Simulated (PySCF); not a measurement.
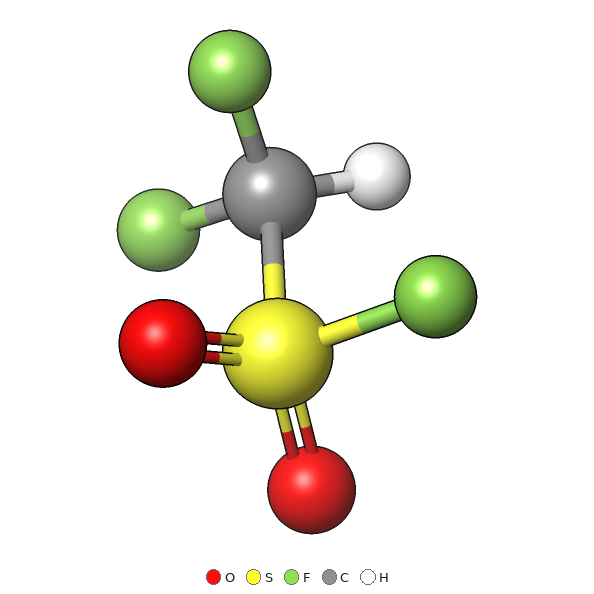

Double and triple bonds are drawn as two and three sticks.

The computed structure is the end point of a GFN2-xTB optimisation. No frequency run is at hand to confirm it as a minimum.

Description:

It has 8 atoms: 1 carbon, 1 hydrogen, 3 fluorine, 2 oxygen and 1 sulfur (CHF₃O₂S). SMILES: `O=S(=O)(F)C(F)F`. It has no ring. Among its groups: C–F bond. This geometry has C1 symmetry. Coordination, clear cases only: 1 C tetrahedral.

More results for the same structure follow; atom numbers are the same in all pictures, views and colours differ.

## Core levels

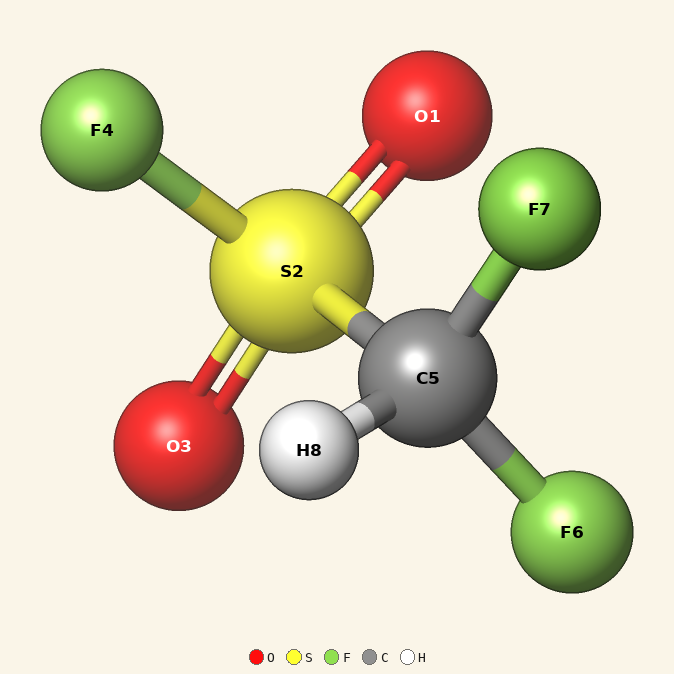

No frequency run is at hand to confirm it as a minimum. Level of theory: delta-SCF UKS SCAN, pcX-2 on the ionised atom, pcseg-1 elsewhere, spin-free X2C (PySCF 2.14.0).

Give the core-electron binding energies (to vacuum; p and d levels without spin–orbit splitting) of O1 1s, S2 1s, S2 2p, F4 1s, C5 1s, F6 1s.

| atom | level | binding energy (eV) |
| --- | --- | --- |
| O1 | 1s | 539.7 |
| S2 | 1s | 2485.0 |
| S2 | 2p | 176.5 |
| F4 | 1s | 693.7 |
| C5 | 1s | 297.5 |
| F6 | 1s | 695.0 |

## Dipole moment

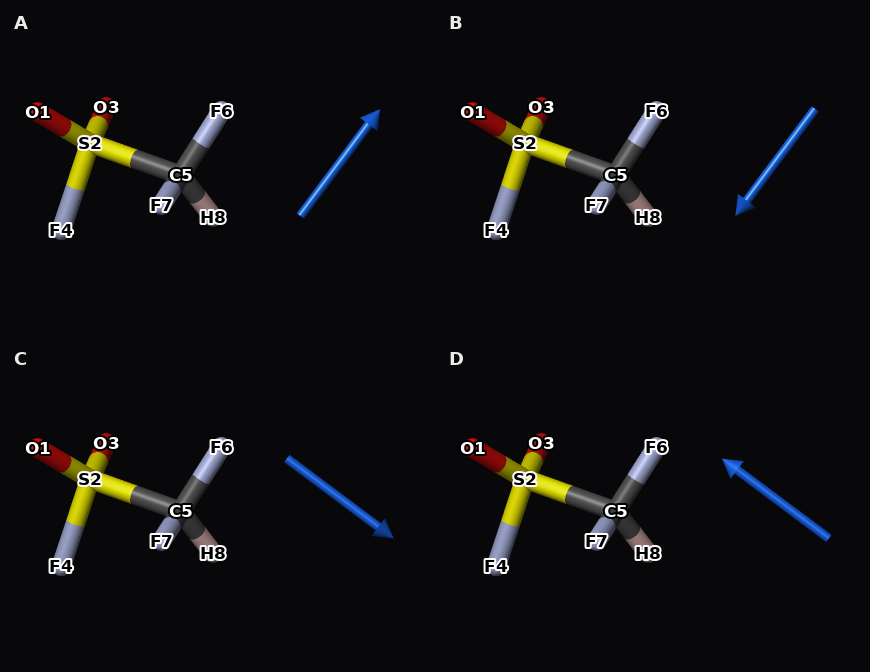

The same molecule four times, each with an arrow. No frequency run is at hand to confirm it as a minimum. Level of theory: B3LYP/def2-SVPD, gas phase (PySCF 2.14.0).

Question: Which arrow points along the dipole moment, from the negative to the positive end?

Answer: C. The dipole moment is 2.79 D; it points from the side of O1 to the side of H8 (the outermost atoms at the two ends).

## Polarisability

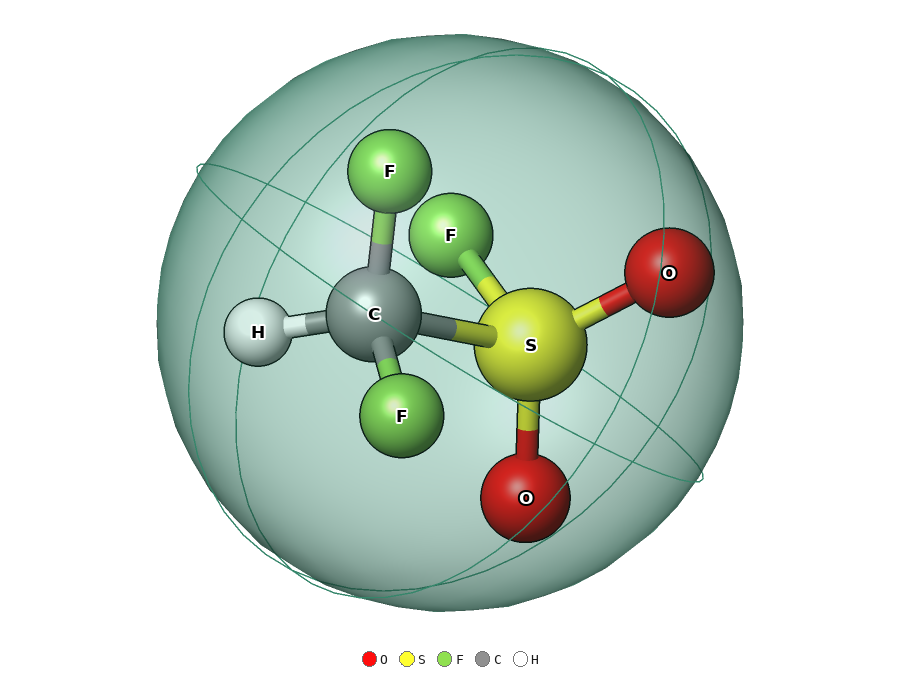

The ellipsoid shows the static dipole polarisability: its half-axes are proportional to the principal values. No frequency run is at hand to confirm it as a minimum. Computed with B3LYP/def2-SVPD (PySCF 2.14.0).

Question: How large and how anisotropic is the polarisability?

Answer: Principal values 40.1, 42.9, 45.6 bohr³; mean 42.9 bohr³ (6.35 Å³); anisotropy 4.7 bohr³, so the longest axis is 1.14 times the shortest.
